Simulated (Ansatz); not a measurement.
Consider C$_{3}$HSn (SMILES [Sn]=[C]1[C]=C1) (doublet).

```xyz
5

C     0.3736    2.7970    0.9821
C     1.4169    1.9401    0.4098
C     1.0764    1.8960    1.7438
Sn   -1.1341    4.2850    0.9243
H     1.2096    1.4832    2.7456
```

Geometry: r2SCAN-D4/def2-SVP; core potentials replace the inner electrons of Sn.

Computed with Ansatz, isolated molecule in a Gaussian basis; Kohn-Sham density functional theory, functional PBE0.

**What can the converged electron density, electron localisation function and spin density tell about the bonding?**

C–C (1.37 Å): the density is about 2.1 e/Å³ at the midpoint; the ELF peaks at about 0.85 between the atoms: localised, covalent bonding.
C–Sn (2.12 Å): ρ at the midpoint is about 0.7 e/Å³; the ELF peaks at about 0.95 in the valence shell of C, 0.7 Å from its nucleus, and drops to about 0.15 between the two atoms.
C–H (1.09 Å): ρ at the midpoint is about 2 e/Å³; the ELF climbs to about 1 towards the hydrogen, as it does in any bond to H: a covalent bond by its length.
C–C (1.47 Å): the density is about 1.7 e/Å³ at the midpoint; the ELF peaks at about 0.80 between the atoms, as expected for localised, covalent bonding.
The unpaired spin (1 electron) lies mostly on Sn4 (about 0.9), in electrons by Hirshfeld's partition.

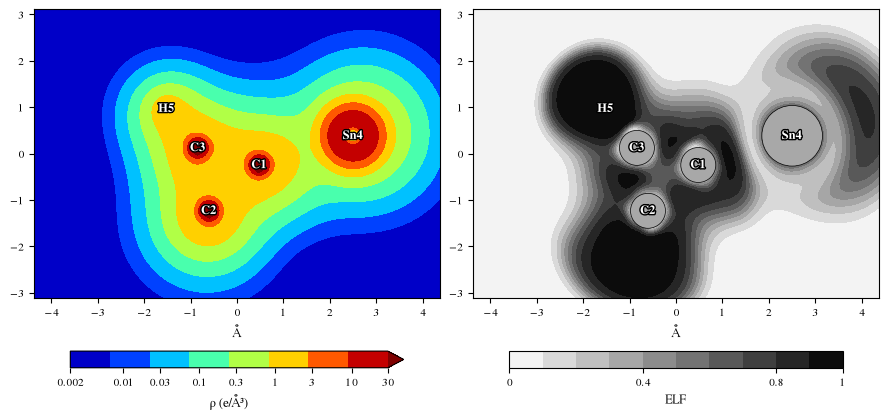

Computed electron density and electron localisation function on the molecular plane, in this order. Grey discs cover the atomic cores in the ELF map. 
